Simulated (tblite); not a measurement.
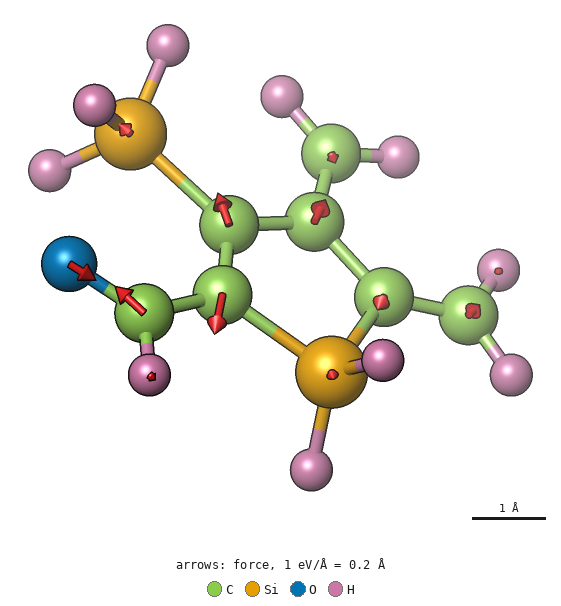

Starting geometry of C₇H₁₀OSi₂ with the computed forces as red arrows. Style: ball-and-stick. Shown from a free direction.

Theory: GFN2-xTB geometry optimisation, gas phase (tblite 0.8.0). 

Question: What follows when this structure is relaxed?

Answer: It isn't relaxed: the largest force vector, on a C atom, is 3.83 eV/Å. The final displacements have little in common with the starting forces (cosine between the two patterns 0.14). The atom that moves furthest after the best rigid fit is an H atom (0.50 Å). By element the largest moves are H 0.50 Å, O 0.32 Å, Si 0.16 Å, C 0.15 Å. Among the contacts that change: O–Si 2.862 → 2.407 Å, C–C 1.304 → 1.367 Å, C–C 1.442 → 1.482 Å, C–Si 1.870 → 1.905 Å. Among the angles between lasting bonds that change: H–Si–H 108.2° → 122.3°, C–C–C 127.6° → 117.8°, C–C–C 132.4° → 124.7°. The energy falls by 0.581 eV in 106 geometry steps. Cost: 2 s on 1 thread of Arm Neoverse N1, on a shared host.
